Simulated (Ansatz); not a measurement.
**Run report: C2H11NOSi2, geometry relaxation (part 1 of 2)**

System: C2H11NOSi2.
Method: RKS PBE-D4/STO-3G (Ansatz 0.2.0).

It belongs to a series of runs on one base structure; here: end point A relaxed.

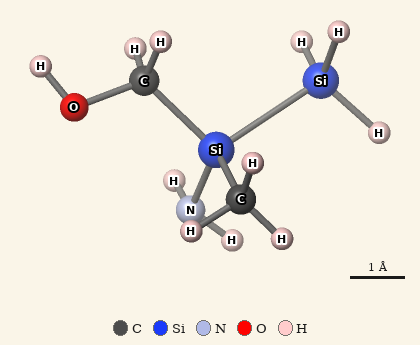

The structure as given in the input (ball-and-stick view, seen at a tilt).

### Input
```yaml
crystal:
  periodic: [false, false, false]
  atoms:
    - { symbol: C, position_ang: [-1.5711, -1.0168, -0.521] }
    - { symbol: Si, position_ang: [-0.082, 0.0458, -0.334] }
    - { symbol: "N", position_ang: [0.1412, 0.9959, -1.7578] }
    - { symbol: Si, position_ang: [1.7788, -1.433, 0.0669] }
    - { symbol: C, position_ang: [-0.1727, 1.1221, 1.2027] }
    - { symbol: O, position_ang: [-1.2251, 2.1161, 1.2447] }
    - { symbol: H, position_ang: [-2.4674, -0.3289, -0.6793] }
    - { symbol: H, position_ang: [-1.5065, -1.6248, -1.4018] }
    - { symbol: H, position_ang: [-1.8027, -1.5678, 0.3966] }
    - { symbol: H, position_ang: [0.9672, 1.6266, -1.6113] }
    - { symbol: H, position_ang: [0.358, 0.413, -2.535] }
    - { symbol: H, position_ang: [1.4449, -2.2275, 1.3141] }
    - { symbol: H, position_ang: [2.9028, -0.6279, 0.2402] }
    - { symbol: H, position_ang: [1.8377, -2.3338, -1.084] }
    - { symbol: H, position_ang: [0.7708, 1.6528, 1.3381] }
    - { symbol: H, position_ang: [-0.2984, 0.5202, 2.1152] }
    - { symbol: H, position_ang: [-1.0946, 2.6677, 2.0458] }
basis:
  gaussian: { orbitals: STO-3G }
hamiltonian:
  xc: pbe
  dispersion: d4
relax:
  f_tol: 0.015
  max_steps: 40
output:
  orbitals: {}
```

Run as:
```bash
ansatz run input.yaml --threads 1 --pin off --max-ram 2048MiB --backend cpu --events-out ev --progress --plain --runs-dir out
```

### Output
```
The last accepted step is kept in [file] (removed where the run ends without a failure and the disk answers)
Engine: ansatz 0.2.0, aarch64-unknown-linux-gnu
Functional definition: PBE
  parameter kappa = 0.804
  parameter beta = 0.06672455060314922
  exchange = pbe_x(kappa = kappa, mu = beta*pi^2/3)
  correlation = pbe_c(beta = beta)
698 factors; integrals over basis functions are off by at most 1.2e-5 eV
mean field evaluation 1: about -21269.8963 eV, gradient 3.0e1 eV
mean field evaluation 2: about -21265.2097 eV, gradient 5.0e1 eV
mean field evaluation 4: about -21272.6908 eV, gradient 2.4e0 eV
mean field evaluation 8: about -21272.5798 eV, gradient 9.8e-2 eV
mean field -21272.57987876 eV, -781.7528914719 hartree, gradient 4.8e-5 eV, S^2 0.000000; 0 other end points of the search recorded, 0 dependent functions left out
the calculation of the forces begins
reference -21272.57990914 eV, -781.7528925882 hartree; 33, 33 occupied and 16, 16 virtual orbitals, 698 factors
relax step   1: F+E_penalty+E_count = -21272.98956535 eV  Δ(F+E_penalty+E_count) = +0.000e0 eV  max|allowed force component| = 3.915e0 eV/Å  Δτ_max = 0.0000 Å  (23 SCF iters, accepted)
these checks for a lower state are left out or cut short: starts, cluster_reference, orbital_swaps, neighbouring_geometries, increment
698 factors; integrals over basis functions are off by at most 1.0e-5 eV
mean field evaluation 16: about -21273.2085 eV, gradient 7.9e0 eV
mean field -21273.37605815 eV, -781.7821505250 hartree, gradient 9.6e-6 eV, S^2 0.000000; 0 other end points of the search recorded, 0 dependent functions left out
[... from here on the field's lines of each further geometry are left out, up to the last ...]
relax step   2: F+E_penalty+E_count = -21273.78943032 eV  Δ(F+E_penalty+E_count) = -7.999e-1 eV  max|allowed force component| = 1.443e0 eV/Å  Δτ_max = 0.1930 Å  (24 SCF iters, accepted)
relax step   3: F+E_penalty+E_count = -21273.89609332 eV  Δ(F+E_penalty+E_count) = -1.067e-1 eV  max|allowed force component| = 4.369e-1 eV/Å  Δτ_max = 0.0830 Å  (26 SCF iters, accepted)
relax step   4: F+E_penalty+E_count = -21273.91134640 eV  Δ(F+E_penalty+E_count) = -1.525e-2 eV  max|allowed force component| = 2.218e-1 eV/Å  Δτ_max = 0.0436 Å  (26 SCF iters, accepted)
relax step   5: F+E_penalty+E_count = -21273.91673485 eV  Δ(F+E_penalty+E_count) = -5.388e-3 eV  max|allowed force component| = 1.984e-1 eV/Å  Δτ_max = 0.0723 Å  (25 SCF iters, accepted)
relax step   6: F+E_penalty+E_count = -21273.92271650 eV  Δ(F+E_penalty+E_count) = -5.982e-3 eV  max|allowed force component| = 1.118e-1 eV/Å  Δτ_max = 0.0726 Å  (25 SCF iters, accepted)
relax step   7: F+E_penalty+E_count = -21273.92471180 eV  Δ(F+E_penalty+E_count) = -1.995e-3 eV  max|allowed force component| = 7.181e-2 eV/Å  Δτ_max = 0.0476 Å  (26 SCF iters, accepted)
relax step   8: F+E_penalty+E_count = -21273.92603280 eV  Δ(F+E_penalty+E_count) = -1.321e-3 eV  max|allowed force component| = 5.258e-2 eV/Å  Δτ_max = 0.0517 Å  (25 SCF iters, accepted)
relax step   9: F+E_penalty+E_count = -21273.92675245 eV  Δ(F+E_penalty+E_count) = -7.196e-4 eV  max|allowed force component| = 3.967e-2 eV/Å  Δτ_max = 0.0484 Å  (25 SCF iters, accepted)
relax step  10: F+E_penalty+E_count = -21273.92712576 eV  Δ(F+E_penalty+E_count) = -3.733e-4 eV  max|allowed force component| = 4.493e-2 eV/Å  Δτ_max = 0.0405 Å  (26 SCF iters, accepted)
relax step  11: F+E_penalty+E_count = -21273.92735898 eV  Δ(F+E_penalty+E_count) = -2.332e-4 eV  max|allowed force component| = 3.110e-2 eV/Å  Δτ_max = 0.0212 Å  (26 SCF iters, accepted)
relax step  12: F+E_penalty+E_count = -21273.92748246 eV  Δ(F+E_penalty+E_count) = -1.235e-4 eV  max|allowed force component| = 1.823e-2 eV/Å  Δτ_max = 0.0192 Å  (26 SCF iters, accepted)
the calculation of the forces begins
reference -21273.51745590 eV, -781.7873467964 hartree; 33, 33 occupied and 16, 16 virtual orbitals, 698 factors
relax step  13: F+E_penalty+E_count = -21273.92750070 eV  Δ(F+E_penalty+E_count) = -1.824e-5 eV  max|allowed force component| = 1.494e-2 eV/Å  Δτ_max = 0.0130 Å  (20 SCF iters, accepted)
```

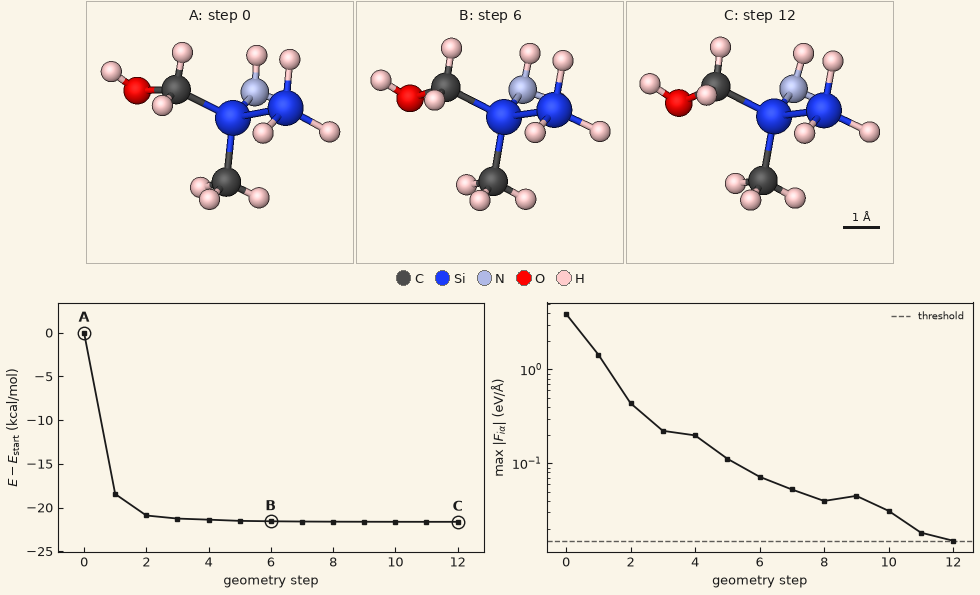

Frames of the relaxation (ball-and-stick view, seen at a tilt) above the curves, on which the letters mark them (the first geometry is step 0 here and step 1 in the log).

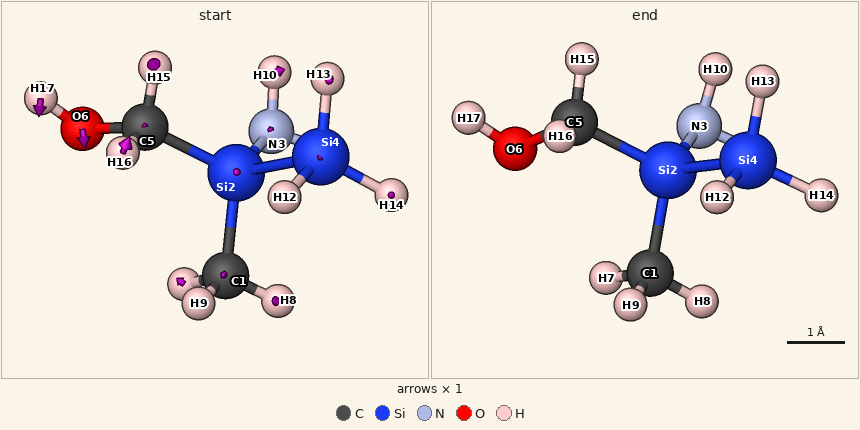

Before (left) and after (right) the relaxation, at one scale (ball-and-stick view, seen at a tilt). The pink arrows give the displacements, at true length. The largest moves after the best rigid fit, 0.35 Å, are those of O6 and H16. Largest moves by element: O 0.35 Å, H 0.35 Å, C 0.12 Å, Si 0.11 Å, N 0.10 Å. Among the contacts that change: Si2–Si4 2.410 → 2.280 Å, Si2–N3 1.726 → 1.808 Å, N3–H11 0.995 → 1.066 Å, Si4–H13 1.393 → 1.456 Å. Among the angles that change: Si2–C5–O6 116.9° → 108.5°, H13–Si4–H14 114.9° → 107.0°, C5–O6–H17 108.2° → 100.8°. Over 12 geometry steps the energy falls by 21.6 kcal/mol. Largest force component: 3.9 eV/Å at the start, 0.015 eV/Å at the end. (Atoms are counted from 1 in the order of the input.)

```
698 factors; integrals over basis functions are off by at most 1.2e-5 eV
mean field -21273.51742579 eV, -781.7873456896 hartree, gradient 1.2e-5 eV, S^2 0.000000; 1 other end points of the search recorded, 0 dependent functions left out
the calculation of the forces begins
reference -21273.51745590 eV, -781.7873467964 hartree; 33, 33 occupied and 16, 16 virtual orbitals, 698 factors
Total energy: -21273.92753081 eV, -781.8024167714 hartree
Atom 0 at    -1.620234    -0.907357    -0.502204 Å, force     0.002536     0.002994    -0.003046 eV/Å
Atom 1 at     0.007663     0.015172    -0.285724 Å, force    -0.014939    -0.004850     0.012916 eV/Å
Atom 2 at     0.183953     1.085594    -1.732285 Å, force    -0.003085     0.000992     0.002391 eV/Å
Atom 3 at     1.704587    -1.459545     0.095577 Å, force     0.009392     0.005245    -0.008372 eV/Å
Atom 4 at    -0.116814     1.179905     1.222507 Å, force    -0.002723    -0.001121    -0.006630 eV/Å
Atom 5 at    -1.442635     1.838154     1.198146 Å, force     0.000318    -0.003313    -0.003851 eV/Å
Atom 6 at    -2.456403    -0.190944    -0.557927 Å, force    -0.000242     0.000839    -0.000470 eV/Å
Atom 7 at    -1.627062    -1.512025    -1.424631 Å, force    -0.001949    -0.000817    -0.001219 eV/Å
Atom 8 at    -1.812052    -1.585233     0.346170 Å, force     0.000453    -0.000573     0.001097 eV/Å
Atom 9 at     1.149970     1.533928    -1.675447 Å, force     0.004765    -0.000534     0.002040 eV/Å
Atom 10 at     0.300863     0.446812    -2.578240 Å, force     0.002363    -0.005022    -0.006848 eV/Å
Atom 11 at     1.469318    -2.258119     1.290650 Å, force    -0.003670     0.002657     0.000482 eV/Å
Atom 12 at     2.975677    -0.772219     0.276497 Å, force     0.001283    -0.002046     0.001187 eV/Å
Atom 13 at     1.873755    -2.381719    -1.018474 Å, force    -0.000459     0.000267    -0.000733 eV/Å
Atom 14 at     0.722138     1.922817     1.188223 Å, force     0.003885     0.006494     0.001398 eV/Å
Atom 15 at     0.039002     0.590526     2.164085 Å, force     0.000292    -0.002251     0.007537 eV/Å
Atom 16 at    -1.370825     2.453954     2.033179 Å, force     0.001779     0.001039     0.002121 eV/Å
Dipole moment:     0.357054    -0.111778     0.131827 e Å
```

### Trajectory as extended XYZ (Å, eV, eV/Å), 6 of the 13 frames kept, from step=1 to step=13
```
17
Properties=species:S:1:pos:R:3:forces:R:3 step=1 energy=-21272.98956
C    -1.5711   -1.0168   -0.5210   -2.2495   2.1297   0.3726
Si   -0.0820    0.0458   -0.3340    1.9877  -2.1263   1.5049
N     0.1412    0.9959   -1.7578   -0.7768   2.6342   1.5465
Si    1.7788   -1.4330    0.0669   -3.8669  -0.2797   0.5153
C    -0.1727    1.1221    1.2027   -0.2121   0.9617   1.2302
O    -1.2251    2.1161    1.2447   -2.6087  -0.6272  -3.9152
H    -2.4674   -0.3289   -0.6793    0.9139  -0.8055   0.0986
H    -1.5065   -1.6248   -1.4018    0.0191  -1.1338  -0.6935
H    -1.8027   -1.5678    0.3966    0.1619  -0.5572  -0.0534
H     0.9672    1.6266   -1.6113    0.1410   0.1558  -0.3411
H     0.3580    0.4130   -2.5350    0.7810  -1.6167  -2.5644
H     1.4449   -2.2275    1.3141    0.6364   0.5806  -1.0676
H     2.9028   -0.6279    0.2402    1.6956   0.5708   0.1801
H     1.8377   -2.3338   -1.0840    0.4327   0.0478   0.2269
H     0.7708    1.6528    1.3381    1.3996   0.1193   0.0123
H    -0.2984    0.5202    2.1152    0.4064  -1.1129   0.4003
H    -1.0946    2.6677    2.0458    1.1388   1.0596   2.5475
17
Properties=species:S:1:pos:R:3:forces:R:3 step=3 energy=-21273.89609
C    -1.5958   -0.9817   -0.5053   -0.1721   0.0933  -0.0190
Si   -0.0166    0.0189   -0.2915   -0.0150  -0.3287   0.1435
N     0.1219    1.0719   -1.7138   -0.2247   0.2940  -0.1817
Si    1.6859   -1.4433    0.0853    0.4369   0.0039   0.0623
C    -0.1327    1.1501    1.2384    0.0458  -0.0572   0.0341
O    -1.2839    2.0699    1.0981    0.0645  -0.0543  -0.0115
H    -2.4592   -0.3081   -0.6375   -0.0125  -0.0310   0.0042
H    -1.5485   -1.6434   -1.3867    0.0281   0.0095   0.0083
H    -1.7926   -1.6125    0.3778    0.0162   0.0010  -0.0037
H     0.9702    1.6963   -1.6380    0.1315  -0.0079  -0.0143
H     0.2945    0.5077   -2.5909    0.0777  -0.0583  -0.0172
H     1.4657   -2.2464    1.2860    0.0120   0.0807  -0.0773
H     2.9577   -0.7288    0.2636   -0.2425  -0.1895  -0.0190
H     1.8782   -2.3777   -1.0216   -0.0401   0.1010   0.0719
H     0.8372    1.7003    1.3617   -0.0348   0.0324  -0.0074
H    -0.2202    0.4955    2.1476   -0.0217   0.0714  -0.0127
H    -1.1810    2.6310    1.9668   -0.0493   0.0397   0.0396
```
